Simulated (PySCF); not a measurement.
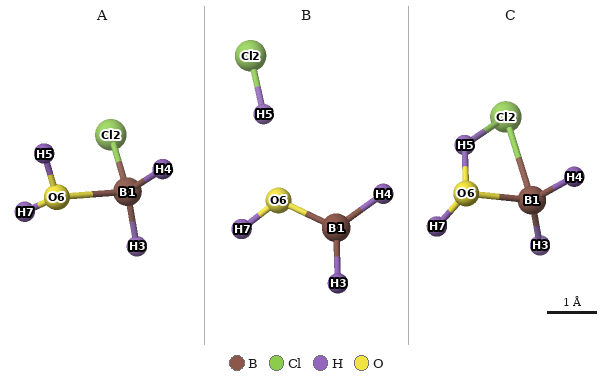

Three geometries of BH4OCl: a saddle point and the two minima that it joins, in shuffled order. Style: ball-and-stick. Shown at a tilt. Sticks join atoms that are closer than about 1.2 times the sum of their covalent radii (a little more with hydrogen).

Stationary points at PBE0-D4/def2-TZVP, single-point energies with CCSD(T)/CBS, BHLYP-D4, CCSD(T), SPW92 (LDA) (def2-TZVPP where no basis is named; PySCF 2.14.0). The energies are electronic, without zero-point or thermal terms, and both ends are the minima reached downhill from the saddle, with any fragments still in contact. CCSD(T)/CBS stands for a frozen-core estimate: MP2 correlation extrapolated from def2-TZVPP and def2-QZVPP, CCSD(T) minus MP2 from the smaller set.

> Which frame is the transition state, what reaction does it lead through, and what barrier is to be expected?

Frame C is the saddle point. Counted by bonded pieces, A holds BH₂Cl + H₂O and B holds BH₃O + HCl. From A over the saddle to B, bonds form: B1–O6 (1.65 → 1.48 → 1.35 Å), Cl2–H5 (2.81 → 1.49 → 1.29 Å). Bonds break: B1–Cl2 (1.84 → 2.23 → 4.17 Å), H5–O6 (0.97 → 1.30 → 1.90 Å). The saddle has one imaginary mode, 984i cm⁻¹. With CCSD(T)/CBS the barrier is 0.87 eV from A and 0.95 eV from B, and B lies 0.08 eV below A.

```csv
level,barrier from A (eV),barrier from B (eV),B less A (eV)
CCSD(T)/CBS,0.87,0.95,−0.08
BHLYP-D4,0.92,1.10,−0.18
CCSD(T),0.87,0.98,−0.11
SPW92 (LDA),0.56,0.38,0.18
```

Against CCSD(T)/CBS, CCSD(T) comes closest on the barrier from A (0.00 eV) and SPW92 (LDA) misses most (−0.31 eV).
